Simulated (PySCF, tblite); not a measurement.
# vinylidene fluoride (C₂H₂F₂): dynamics, then NMR shifts and electronic excitations on frames, part 2 of 2

tblite 0.8.0 and PySCF 2.14.0. Atoms count from 0.

## (7) NMR shieldings: 625 fs, PBE0/pcSseg-1

The job: settings as JSON, then the geometry in Å.

```
{"job": {"kind": "nmr", "xc": "PBE0", "basis": "pcSseg-1", "pop": false}, "charge": 0, "multiplicity": 1}
C     -0.929700    -1.031000     0.047900
C      0.392900    -0.788000     0.169500
F      1.193400     0.237900    -0.149200
F      1.186500    -1.748200     0.554700
H     -1.519600    -0.193000    -0.151400
H     -1.344300    -1.841900     0.549600
```

With the program's defaults for keys left out, this is: GIAO PBE0/pcSseg-1 NMR shielding, non-relativistic, gas phase.

What it wrote:

```text
coarse grid: 5584 points
cycle   1  E = -276.6217641846  dE =  5.958e-01  |g| = 6.920e-01  |ddm| = 2.101e+00
cycle   2  E = -276.4931014983  dE =  1.287e-01  |g| = 1.064e+00  |ddm| = 9.063e-01
cycle   3  E = -276.7105416786  dE = -2.174e-01  |g| = 8.960e-02  |ddm| = 6.135e-01
cycle   4  E = -276.7118977848  dE = -1.356e-03  |g| = 5.160e-02  |ddm| = 1.065e-01
cycle   5  E = -276.7124229072  dE = -5.251e-04  |g| = 9.198e-03  |ddm| = 3.429e-02
cycle   6  E = -276.7124406171  dE = -1.771e-05  |g| = 2.142e-03  |ddm| = 6.868e-03
cycle   7  E = -276.7124416513  dE = -1.034e-06  |g| = 4.966e-04  |ddm| = 1.461e-03
final grid: 56368 points
cycle   8  E = -276.7486900271  dE = -2.236e-05  |g| = 5.049e-03  |ddm| = 1.271e-02
cycle   9  E = -276.7486870241  dE =  3.003e-06  |g| = 6.831e-03  |ddm| = 6.726e-03
cycle  10  E = -276.7486953289  dE = -8.305e-06  |g| = 8.308e-04  |ddm| = 3.793e-03
cycle  11  E = -276.7486954468  dE = -1.179e-07  |g| = 1.587e-04  |ddm| = 6.567e-04
cycle  12  E = -276.7486954497  dE = -2.904e-09  |g| = 1.045e-04  |ddm| = 1.682e-04
cycle  13  E = -276.7486954523  dE = -2.611e-09  |g| = 1.347e-05  |ddm| = 7.634e-05
cycle  14  E = -276.7486954524  dE = -4.042e-11  |g| = 5.890e-06  |ddm| = 1.077e-05
converged SCF energy = -276.7486954524

GIAO shielding tensors (ppm)
atom      isotropic    diamagn.    paramagn.     s11        s22        s33       span
  0 C      122.849     256.980    -134.131     49.580    146.729    172.237    122.656
  1 C        6.375     246.375    -240.000    -98.942     45.701     72.365    171.307
  2 F      232.246     474.282    -242.036    155.129    229.942    311.667    156.538
  3 F      224.601     471.919    -247.318    154.248    228.670    290.886    136.638
  4 H       28.865      32.208      -3.343     26.571     26.984     33.040      6.468
  5 H       28.044      29.966      -1.922     25.970     27.116     31.046      5.076
```

Wall time 2.1 s (1 thread of Arm Neoverse V1, shared host); peak memory 0.48 GiB.

This run: δ C1 180.6, C0 64.1, F3 -53.7, F2 -61.3, H5 3.67, H4 2.85 ppm.

## (8) Ultraviolet spectrum: 625 fs, PBE0/def2-SVPD

The job, as its differences from that of step 7:

```diff
@@ -1,2 +1,2 @@
-{"job": {"kind": "nmr", "xc": "PBE0", "basis": "pcSseg-1", "pop": false}, "charge": 0, "multiplicity": 1}
+{"job": {"kind": "uv", "xc": "PBE0", "basis": "def2-SVPD", "nstates": 5, "ntriplets": 0}, "charge": 0, "multiplicity": 1}
 C     -0.929700    -1.031000     0.047900
```

With the program's defaults for keys left out, this is: TDDFT PBE0/def2-SVPD, vertical, gas phase, core orbitals frozen in the response.

What it wrote:

```text
coarse grid: 5584 points
cycle   1  E = -276.4570439753  dE =  5.710e-01  |g| = 6.525e-01  |ddm| = 2.927e+00
cycle   2  E = -276.3328659754  dE =  1.242e-01  |g| = 1.006e+00  |ddm| = 1.354e+00
cycle   3  E = -276.5408399467  dE = -2.080e-01  |g| = 8.381e-02  |ddm| = 8.968e-01
cycle   4  E = -276.5421758627  dE = -1.336e-03  |g| = 4.823e-02  |ddm| = 1.283e-01
cycle   5  E = -276.5426459226  dE = -4.701e-04  |g| = 7.687e-03  |ddm| = 4.213e-02
cycle   6  E = -276.5426588828  dE = -1.296e-05  |g| = 2.120e-03  |ddm| = 9.955e-03
cycle   7  E = -276.5426599406  dE = -1.058e-06  |g| = 4.245e-04  |ddm| = 2.134e-03
final grid: 56368 points
cycle   8  E = -276.5794998898  dE = -1.712e-05  |g| = 5.117e-03  |ddm| = 3.985e-02
cycle   9  E = -276.5794962590  dE =  3.631e-06  |g| = 7.004e-03  |ddm| = 1.075e-02
cycle  10  E = -276.5795054124  dE = -9.153e-06  |g| = 7.797e-04  |ddm| = 5.524e-03
cycle  11  E = -276.5795055332  dE = -1.208e-07  |g| = 1.523e-04  |ddm| = 8.438e-04
cycle  12  E = -276.5795055366  dE = -3.385e-09  |g| = 8.682e-05  |ddm| = 2.143e-04
cycle  13  E = -276.5795055385  dE = -1.887e-09  |g| = 1.366e-05  |ddm| = 9.859e-05
cycle  14  E = -276.5795055385  dE = -3.945e-11  |g| = 6.234e-06  |ddm| = 1.723e-05
converged SCF energy = -276.5795055385

Static polarisability (au): isotropic 27.760, principal 21.087 25.514 36.679

Singlet excitations
state   eV       nm        f      main configurations
  1   7.1880    172.5   0.07056   H->L+1 0.85, H->L 0.14
  2   7.6670    161.7   0.31105   H->L 0.80, H->L+1 0.14
  3   8.4364    147.0   0.00824   H->L+2 0.83, H->L+3 0.15
  4   8.6083    144.0   0.01384   H->L+3 0.79, H->L+2 0.16
  5   9.4196    131.6   0.00030   H->L+4 0.97
```

Run time: 3.1 s. Hardware: 1 thread of Arm Neoverse V1, shared host; peak memory 0.48 GiB.

In short: HOMO -7.88 eV, LUMO -0.13 eV; lowest singlet 7.19 eV.

## (9) Nuclear shieldings: 800 fs, PBE0/pcSseg-1

The job: settings as JSON, then the geometry in Å.

```
{"job": {"kind": "nmr", "xc": "PBE0", "basis": "pcSseg-1", "pop": false}, "charge": 0, "multiplicity": 1}
C     -0.512200    -0.788000    -0.732100
C      0.652800    -0.912600    -0.092000
F      1.585600     0.008300     0.082900
F      0.982100    -2.132700     0.414100
H     -0.892200     0.171400    -1.029600
H     -1.163800    -1.632400    -0.730400
```

With the program's defaults for keys left out, this is: GIAO PBE0/pcSseg-1 NMR shielding, non-relativistic, gas phase.

What it wrote:

```text
coarse grid: 5584 points
cycle   1  E = -276.6334997831  dE =  5.137e-01  |g| = 6.793e-01  |ddm| = 2.089e+00
cycle   2  E = -276.5121618273  dE =  1.213e-01  |g| = 1.050e+00  |ddm| = 8.726e-01
cycle   3  E = -276.7193784384  dE = -2.072e-01  |g| = 7.360e-02  |ddm| = 5.793e-01
cycle   4  E = -276.7202452553  dE = -8.668e-04  |g| = 4.672e-02  |ddm| = 9.257e-02
cycle   5  E = -276.7206697136  dE = -4.245e-04  |g| = 9.209e-03  |ddm| = 3.203e-02
cycle   6  E = -276.7206868401  dE = -1.713e-05  |g| = 2.173e-03  |ddm| = 6.716e-03
cycle   7  E = -276.7206879419  dE = -1.102e-06  |g| = 3.858e-04  |ddm| = 1.470e-03
final grid: 56368 points
cycle   8  E = -276.7566251118  dE = -1.974e-05  |g| = 5.491e-03  |ddm| = 1.188e-02
cycle   9  E = -276.7566209306  dE =  4.181e-06  |g| = 7.718e-03  |ddm| = 7.235e-03
cycle  10  E = -276.7566313509  dE = -1.042e-05  |g| = 7.789e-04  |ddm| = 4.012e-03
cycle  11  E = -276.7566314583  dE = -1.074e-07  |g| = 1.346e-04  |ddm| = 6.071e-04
cycle  12  E = -276.7566314600  dE = -1.647e-09  |g| = 9.226e-05  |ddm| = 1.410e-04
cycle  13  E = -276.7566314620  dE = -2.005e-09  |g| = 1.290e-05  |ddm| = 6.769e-05
cycle  14  E = -276.7566314620  dE = -3.644e-11  |g| = 4.697e-06  |ddm| = 1.011e-05
converged SCF energy = -276.7566314620

GIAO shielding tensors (ppm)
atom      isotropic    diamagn.    paramagn.     s11        s22        s33       span
  0 C      113.479     256.911    -143.432     41.498    133.808    165.132    123.634
  1 C        5.911     248.937    -243.026    -99.421     41.745     75.409    174.830
  2 F      246.772     473.429    -226.656    186.070    251.869    302.378    116.308
  3 F      228.971     472.555    -243.585    167.766    192.928    326.219    158.453
  4 H       27.666      31.030      -3.364     25.564     26.015     31.419      5.855
  5 H       27.548      29.636      -2.087     25.248     26.709     30.688      5.440
```

Wall time 2.1 s (1 thread of Arm Neoverse V1, shared host); peak memory 0.48 GiB.

This run: δ C1 181.0, C0 73.4, F3 -58.0, F2 -75.8, H5 4.17, H4 4.05 ppm.

## (10) Excited states and response: 800 fs, PBE0/def2-SVPD

The job, as its differences from that of step 9:

```diff
@@ -1,2 +1,2 @@
-{"job": {"kind": "nmr", "xc": "PBE0", "basis": "pcSseg-1", "pop": false}, "charge": 0, "multiplicity": 1}
+{"job": {"kind": "uv", "xc": "PBE0", "basis": "def2-SVPD", "nstates": 5, "ntriplets": 0}, "charge": 0, "multiplicity": 1}
 C     -0.512200    -0.788000    -0.732100
```

With the program's defaults for keys left out, this is: TDDFT PBE0/def2-SVPD, vertical, gas phase, core orbitals frozen in the response.

What it wrote:

```text
coarse grid: 5584 points
cycle   1  E = -276.4687780503  dE =  4.892e-01  |g| = 6.400e-01  |ddm| = 2.895e+00
cycle   2  E = -276.3525088591  dE =  1.163e-01  |g| = 9.892e-01  |ddm| = 1.327e+00
cycle   3  E = -276.5497513110  dE = -1.972e-01  |g| = 6.844e-02  |ddm| = 8.532e-01
cycle   4  E = -276.5505903671  dE = -8.391e-04  |g| = 4.386e-02  |ddm| = 1.126e-01
cycle   5  E = -276.5509762762  dE = -3.859e-04  |g| = 7.777e-03  |ddm| = 3.820e-02
cycle   6  E = -276.5509889090  dE = -1.263e-05  |g| = 2.181e-03  |ddm| = 9.608e-03
cycle   7  E = -276.5509900442  dE = -1.135e-06  |g| = 4.145e-04  |ddm| = 2.157e-03
final grid: 56368 points
cycle   8  E = -276.5874811195  dE = -1.463e-05  |g| = 5.557e-03  |ddm| = 3.550e-02
cycle   9  E = -276.5874761449  dE =  4.975e-06  |g| = 7.900e-03  |ddm| = 1.106e-02
cycle  10  E = -276.5874875977  dE = -1.145e-05  |g| = 7.313e-04  |ddm| = 5.907e-03
cycle  11  E = -276.5874877076  dE = -1.099e-07  |g| = 1.273e-04  |ddm| = 7.761e-04
cycle  12  E = -276.5874877094  dE = -1.810e-09  |g| = 8.416e-05  |ddm| = 1.854e-04
cycle  13  E = -276.5874877111  dE = -1.677e-09  |g| = 1.306e-05  |ddm| = 8.688e-05
cycle  14  E = -276.5874877111  dE = -3.729e-11  |g| = 5.690e-06  |ddm| = 1.741e-05
converged SCF energy = -276.5874877111

Static polarisability (au): isotropic 27.903, principal 20.948 26.788 35.974

Singlet excitations
state   eV       nm        f      main configurations
  1   7.1962    172.3   0.04260   H->L+1 0.97
  2   7.7496    160.0   0.32755   H->L 0.92
  3   8.3579    148.3   0.00761   H->L+2 0.98
  4   8.5912    144.3   0.00760   H->L+3 0.96
  5   9.5813    129.4   0.00037   H->L+4 0.95
```

It took 3.2 s on 1 thread of Arm Neoverse V1, shared host; peak memory 0.49 GiB.

Key values: HOMO -7.91 eV, LUMO 0.01 eV; lowest singlet 7.20 eV.

## (11) Nuclear shieldings: 1000 fs, PBE0/pcSseg-1

The job: settings as JSON, then the geometry in Å.

```
{"job": {"kind": "nmr", "xc": "PBE0", "basis": "pcSseg-1", "pop": false}, "charge": 0, "multiplicity": 1}
C      0.533900    -0.489600    -0.962000
C      0.847700    -1.259000     0.068500
F      1.847500    -0.980500     0.881400
F      0.213500    -2.338200     0.528500
H      1.175600     0.360800    -1.125600
H     -0.199200    -0.780600    -1.673300
```

Method: GIAO PBE0/pcSseg-1 NMR shielding, non-relativistic, gas phase.

What it wrote:

```text
coarse grid: 5584 points
cycle   1  E = -276.6421101949  dE =  5.684e-01  |g| = 6.665e-01  |ddm| = 2.099e+00
cycle   2  E = -276.5440910996  dE =  9.802e-02  |g| = 9.849e-01  |ddm| = 8.299e-01
cycle   3  E = -276.7227421945  dE = -1.787e-01  |g| = 6.999e-02  |ddm| = 5.411e-01
cycle   4  E = -276.7236113109  dE = -8.691e-04  |g| = 4.208e-02  |ddm| = 8.858e-02
cycle   5  E = -276.7239561906  dE = -3.449e-04  |g| = 8.819e-03  |ddm| = 2.946e-02
cycle   6  E = -276.7239716729  dE = -1.548e-05  |g| = 2.091e-03  |ddm| = 6.418e-03
cycle   7  E = -276.7239727030  dE = -1.030e-06  |g| = 2.282e-04  |ddm| = 1.385e-03
final grid: 56368 points
cycle   8  E = -276.7597774208  dE = -2.026e-05  |g| = 5.074e-03  |ddm| = 1.191e-02
cycle   9  E = -276.7597741961  dE =  3.225e-06  |g| = 6.926e-03  |ddm| = 6.702e-03
cycle  10  E = -276.7597828187  dE = -8.623e-06  |g| = 7.698e-04  |ddm| = 3.777e-03
cycle  11  E = -276.7597829219  dE = -1.032e-07  |g| = 1.450e-04  |ddm| = 6.192e-04
cycle  12  E = -276.7597829244  dE = -2.521e-09  |g| = 9.319e-05  |ddm| = 1.533e-04
cycle  13  E = -276.7597829265  dE = -2.060e-09  |g| = 1.068e-05  |ddm| = 6.627e-05
cycle  14  E = -276.7597829265  dE = -2.694e-11  |g| = 2.672e-06  |ddm| = 7.588e-06
converged SCF energy = -276.7597829265

GIAO shielding tensors (ppm)
atom      isotropic    diamagn.    paramagn.     s11        s22        s33       span
  0 C      119.582     255.859    -136.277     49.118    141.450    168.178    119.059
  1 C       10.993     248.878    -237.885    -90.515     45.768     77.726    168.240
  2 F      241.143     472.945    -231.802    184.329    226.308    312.792    128.464
  3 F      243.437     472.835    -229.398    174.100    240.771    315.441    141.341
  4 H       27.514      30.194      -2.681     25.070     26.666     30.805      5.735
  5 H       27.908      30.168      -2.260     25.804     26.297     31.623      5.819
```

It took 2.1 s on 1 thread of Arm Neoverse V1, shared host; peak memory 0.49 GiB.

In short: δ C1 175.9, C0 67.3, F2 -70.2, F3 -72.5, H4 4.20, H5 3.81 ppm.

## (12) Excited states and response: 1000 fs, PBE0/def2-SVPD

The job, as its differences from that of step 11:

```diff
@@ -1,2 +1,2 @@
-{"job": {"kind": "nmr", "xc": "PBE0", "basis": "pcSseg-1", "pop": false}, "charge": 0, "multiplicity": 1}
+{"job": {"kind": "uv", "xc": "PBE0", "basis": "def2-SVPD", "nstates": 5, "ntriplets": 0}, "charge": 0, "multiplicity": 1}
 C      0.533900    -0.489600    -0.962000
```

Level: TDDFT PBE0/def2-SVPD, vertical, gas phase, core orbitals frozen in the response.

What it wrote:

```text
coarse grid: 5584 points
cycle   1  E = -276.4772485238  dE =  5.439e-01  |g| = 6.266e-01  |ddm| = 2.957e+00
cycle   2  E = -276.3834146006  dE =  9.383e-02  |g| = 9.261e-01  |ddm| = 1.255e+00
cycle   3  E = -276.5530149829  dE = -1.696e-01  |g| = 6.563e-02  |ddm| = 8.021e-01
cycle   4  E = -276.5538564243  dE = -8.414e-04  |g| = 4.004e-02  |ddm| = 1.110e-01
cycle   5  E = -276.5541794109  dE = -3.230e-04  |g| = 7.485e-03  |ddm| = 3.570e-02
cycle   6  E = -276.5541910047  dE = -1.159e-05  |g| = 2.083e-03  |ddm| = 9.443e-03
cycle   7  E = -276.5541920579  dE = -1.053e-06  |g| = 2.299e-04  |ddm| = 2.063e-03
final grid: 56368 points
cycle   8  E = -276.5906390056  dE = -1.533e-05  |g| = 5.146e-03  |ddm| = 3.901e-02
cycle   9  E = -276.5906351590  dE =  3.847e-06  |g| = 7.093e-03  |ddm| = 1.049e-02
cycle  10  E = -276.5906445910  dE = -9.432e-06  |g| = 7.217e-04  |ddm| = 5.568e-03
cycle  11  E = -276.5906446970  dE = -1.060e-07  |g| = 1.369e-04  |ddm| = 7.925e-04
cycle  12  E = -276.5906446997  dE = -2.767e-09  |g| = 7.863e-05  |ddm| = 2.004e-04
cycle  13  E = -276.5906447013  dE = -1.530e-09  |g| = 1.073e-05  |ddm| = 8.324e-05
cycle  14  E = -276.5906447013  dE = -2.626e-11  |g| = 2.791e-06  |ddm| = 1.390e-05
converged SCF energy = -276.5906447013

Static polarisability (au): isotropic 27.580, principal 20.821 26.133 35.785

Singlet excitations
state   eV       nm        f      main configurations
  1   7.2651    170.7   0.05128   H->L+1 0.86, H->L 0.13
  2   7.8798    157.3   0.30170   H->L 0.79, H->L+1 0.13
  3   8.4412    146.9   0.00898   H->L+2 0.98
  4   8.6106    144.0   0.02851   H->L+3 0.94
  5   9.5704    129.5   0.00101   H->L+4 0.98
```

It took 3.2 s on 1 thread of Arm Neoverse V1, shared host; peak memory 0.49 GiB.

This run: HOMO -7.93 eV, LUMO 0.15 eV; lowest singlet 7.27 eV.

## (13) Side by side: NMR shifts

Shifts (ppm), with basis size and wall time:

| frame | C1 | C0 | H4 | H5 | F3 | F2 | functions | time |
| --- | --- | --- | --- | --- | --- | --- | --- | --- |
| 250 fs | 174.4 | 67.0 | 4.57 | 3.32 | -70.0 | -76.7 | 78 | 3.5 s |
| 425 fs | 173.3 | 69.1 | 4.68 | 3.86 | -83.7 | -73.5 | 78 | 2.1 s |
| 625 fs | 180.6 | 64.1 | 2.85 | 3.67 | -53.7 | -61.3 | 78 | 2.1 s |
| 800 fs | 181.0 | 73.4 | 4.05 | 4.17 | -58.0 | -75.8 | 78 | 2.1 s |
| 1000 fs | 175.9 | 67.3 | 4.20 | 3.81 | -72.5 | -70.2 | 78 | 2.1 s |

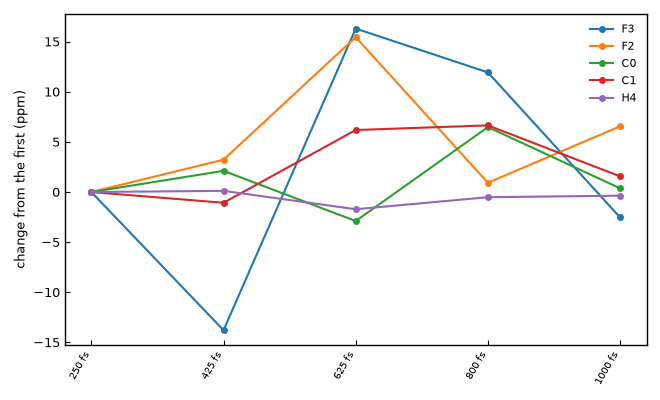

How five of the tabulated atoms move from run to run.

## (14) Run by run: electronic excitations

Excitations and ground-state properties, with basis size and wall time:

| frame | lowest singlet (eV) | brightest (eV) | f | gap (eV) | α (Å³) | μ (D) | functions | time |
| --- | --- | --- | --- | --- | --- | --- | --- | --- |
| 250 fs | 7.39 | 7.99 | 0.259 | 8.32 | 4.04 | 1.55 | 102 | 4.3 s |
| 425 fs | 7.25 | 8.01 | 0.199 | 8.14 | 4.03 | 1.45 | 102 | 3.3 s |
| 625 fs | 7.19 | 7.67 | 0.311 | 7.75 | 4.11 | 1.35 | 102 | 3.1 s |
| 800 fs | 7.20 | 7.75 | 0.328 | 7.92 | 4.13 | 1.37 | 102 | 3.2 s |
| 1000 fs | 7.27 | 7.88 | 0.302 | 8.08 | 4.09 | 1.41 | 102 | 3.2 s |

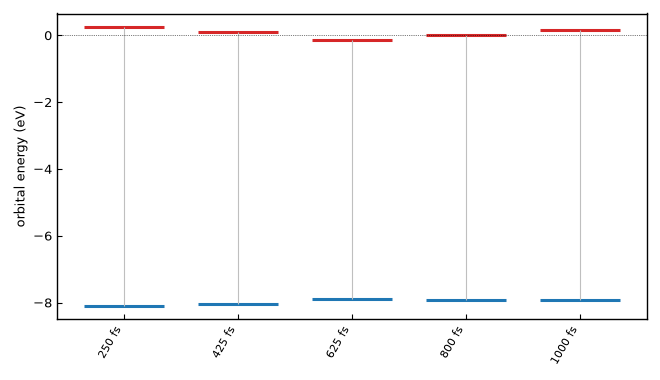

HOMO (blue) and LUMO (red) run by run.

## (15) Results

What follows sums up all 2 parts.

| quantity | value |
| --- | --- |
| thermostat | 300 K |
| mean temperature, second half | 314 K |
| mean potential energy above the minimum | 0.19 eV |
| ¹³C shifts against TMS (PBE0/pcSseg-1, 250 fs) | 174.4, 67.0 ppm |
| ¹H shifts against TMS (PBE0/pcSseg-1, 250 fs) | 4.57, 3.32 ppm |
| ¹⁹F shifts against CFCl3 (PBE0/pcSseg-1, 250 fs) | -70.0, -76.7 ppm |
| surface potential, 1st and 99th percentile | -0.55 V and 1.20 V |
| lowest singlet (PBE0/def2-SVPD, 250 fs) | 7.39 eV (168 nm), f = 0.041 |
| brightest single state of those computed | state 2, 7.99 eV, f = 0.259 |
| range of the shift of F3 | -83.7 to -53.7 ppm |
| range of the lowest singlet | 7.19 to 7.39 eV |

**Reading.** In the second half the potential energy averages 0.19 eV above the minimum; equipartition over 12 harmonic modes at 300 K would give 0.16 eV. With 6 atoms the temperature swings widely (102 to 484 K). Shifts at one fixed geometry are not the observed spectrum, which averages over the motion. In the first frame run (250 fs): The largest span, 168 ppm, is at C1, where the paramagnetic term is -236 ppm. The first singlet state (HOMO→LUMO+1 0.91, HOMO→LUMO 0.08) lies at 7.39 eV and is weak; of the 5 states computed, the strongest absorption comes from state 2 at 7.99 eV. Across the 5 runs the shift of F3 moves most, between -83.7 (425 fs) and -53.7 ppm (625 fs). The lowest singlet runs from 7.19 eV (625 fs) to 7.39 eV (250 fs), while the orbital gap spans 7.75 to 8.32 eV. The lowest state need not be the same one in every run.
